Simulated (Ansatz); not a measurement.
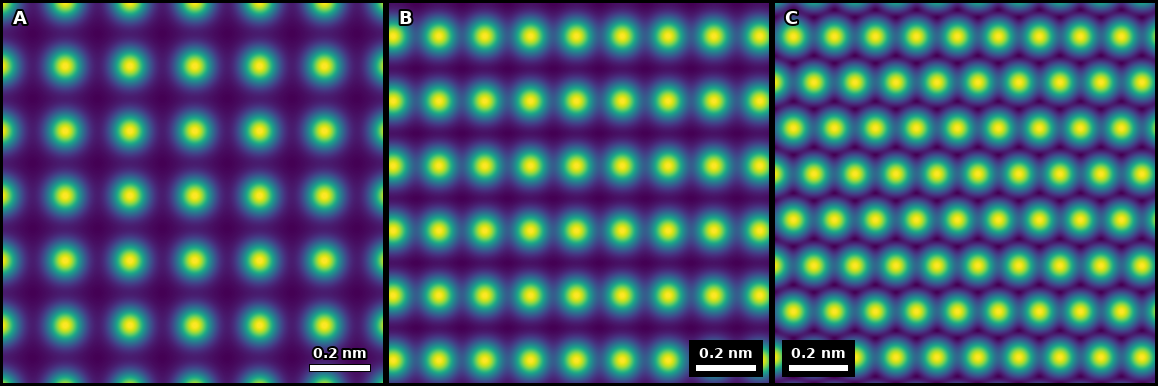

Three views of W (Im-3m, No. 229) along different zone axes. Simulation: incoherent imaging, intensity Z^1.7 per atom, probe width 0.80 Å, thin sample. The probe carries 25 % of its weight in a tail 2.5 times as wide. The display is stretched by a gamma of 0.65; percentages refer to the linear signal. Atomic positions: a calculation's starting geometry.

```cif
data_structure
_symmetry_space_group_name_H-M 'Im-3m'
_symmetry_Int_Tables_number 229
_cell_length_a 3.1357
_cell_length_b 3.1357
_cell_length_c 3.1357
_cell_angle_alpha 90.000
_cell_angle_beta 90.000
_cell_angle_gamma 90.000
_cell_volume 30.83
loop_
_atom_site_label
_atom_site_type_symbol
_atom_site_symmetry_multiplicity
_atom_site_Wyckoff_symbol
_atom_site_fract_x
_atom_site_fract_y
_atom_site_fract_z
_atom_site_occupancy
W1 W 2 a 0.00000 0.00000 0.00000 1
```

Match the panels to the zone axes [001], [110] and [210].

Answer. A is [001]: projected cell 2.22 × 2.22 Å, 90°, plane group p4mm. B is [110]: projected cell 1.57 × 2.22 Å, 90°, plane group p2mm. C is [210]: projected cell 1.40 × 1.72 Å, 114°, plane group c2mm.
